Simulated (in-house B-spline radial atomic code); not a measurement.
# Lu⁺: excited configurations

Aim: the energies of several excited configurations of Lu⁺ above a reference configuration, each from its own self-consistent run.

The numbers are computed with in-house B-spline radial atomic code version 1 (scalar-relativistic (spin-free one-electron X2C) TPSSh, spin-polarised, spherical density, exact exchange averaged over the configuration, Fermi nucleus, basis-set limit), except any that are marked as measured or tabulated.

## 1. The system

```
element       : lutetium (Z = 71)
charge        : +1
electrons     : 70
configuration : [Xe] 4f14 6s2
Hamiltonian   : scalar-relativistic (X2C)
nucleus       : Fermi, rms radius 5.370 fm
```

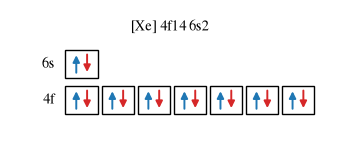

Outer shells as boxes.

Where spins are not typed, each open shell is filled with up spins first.

## 2. The base configuration

The run's settings:

```ini
Z = 71
electrons = 70.0
configuration = [Xe] 4f14 6s2
hamiltonian = x2c
method = tpssh
spin_polarised = True
nucleus = fermi
rms_radius = 5.37
mass_number = 175
atomic_mass = 174.940777211
speed_of_light = 137.035999084
exact_exchange = averaged over the configuration
```

Started as:

```sh
> python run_scf.py task.json out
```

task.json lists these runs, among others, and the program works through them in turn.

## 3. Configuration [Kr] 4d9 4f14 5s2 5p6 5d1 6s2

Settings: those of step 2 with these lines changed.

```diff
@@ -2,3 +2,3 @@
 electrons = 70.0
-configuration = [Xe] 4f14 6s2
+configuration = [Kr] 4d9 4f14 5s2 5p6 5d1 6s2
 hamiltonian = x2c
```

## 4. Run with [Kr] 4d9 4f14 5s2 5p6 6s2 7d1

Settings: those of step 3 with these lines changed.

```diff
@@ -2,3 +2,3 @@
 electrons = 70.0
-configuration = [Kr] 4d9 4f14 5s2 5p6 5d1 6s2
+configuration = [Kr] 4d9 4f14 5s2 5p6 6s2 7d1
 hamiltonian = x2c
```

## 5. Configuration [Kr] 4d10 4f14 5s2 5p5 6s2 6d1

Settings: those of step 4 with these lines changed.

```diff
@@ -2,3 +2,3 @@
 electrons = 70.0
-configuration = [Kr] 4d9 4f14 5s2 5p6 6s2 7d1
+configuration = [Kr] 4d10 4f14 5s2 5p5 6s2 6d1
 hamiltonian = x2c
```

## 6. Run with [Kr] 4d10 4f14 5s2 5p5 6s2 7s1

Settings: those of step 5 with these lines changed.

```diff
@@ -2,3 +2,3 @@
 electrons = 70.0
-configuration = [Kr] 4d10 4f14 5s2 5p5 6s2 6d1
+configuration = [Kr] 4d10 4f14 5s2 5p5 6s2 7s1
 hamiltonian = x2c
```

## 7. [Xe] 4f14 6s1 7d1

Settings: those of step 6 with these lines changed.

```diff
@@ -2,3 +2,3 @@
 electrons = 70.0
-configuration = [Kr] 4d10 4f14 5s2 5p5 6s2 7s1
+configuration = [Xe] 4f14 6s1 7d1
 hamiltonian = x2c
```

## 8. Run with [Xe] 4f13 6s2 7f1

Settings: those of step 7 with these lines changed.

```diff
@@ -2,3 +2,3 @@
 electrons = 70.0
-configuration = [Xe] 4f14 6s1 7d1
+configuration = [Xe] 4f13 6s2 7f1
 hamiltonian = x2c
```

How far above the reference does each configuration lie (order and size, in eV)?

**Answer**, as computed:

| net move | configuration | 2|M_S|+1 | energy above the reference (eV) | largest <r> (bohr) |
| --- | --- | --- | --- | --- |
| 6s → 7d | [Xe] 4f14 6s1 7d1 | 3 | 10.603 | 12.3 |
| 4f → 7f | [Xe] 4f13 6s2 7f1 | 3 | 25.293 | 20.7 |
| 5p → 7s | [Kr] 4d10 4f14 5s2 5p5 6s2 7s1 | 3 | 40.687 | 6.69 |
| 5p → 6d | [Kr] 4d10 4f14 5s2 5p5 6s2 6d1 | 3 | 41.710 | 6.32 |
| 4d → 5d | [Kr] 4d9 4f14 5s2 5p6 5d1 6s2 | 3 | 196.29 | 3.20 |
| 4d → 7d | [Kr] 4d9 4f14 5s2 5p6 6s2 7d1 | 3 | 208.68 | 11.7 |

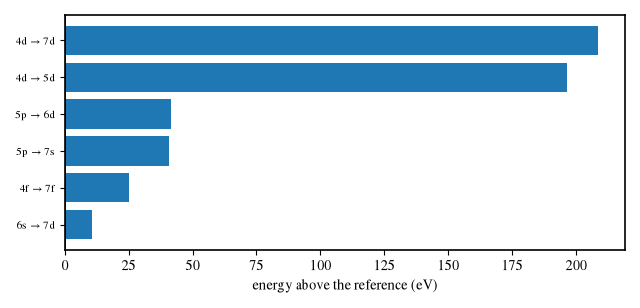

The configurations in order of energy, labelled by the net move of electrons.

**Reading.** The lowest of them is 6s → 7d at 10.603 eV and the highest 4d → 7d at 208.68 eV. 5 of them lie more than 60 % above minus the reference's highest level (11.226 eV), in the range where a state can decay by emitting an electron. The reference has 2|M_S|+1 = 1; 6 of the configurations differ from it in spin. These are spherical averages at the typed spins, not spectroscopic levels.
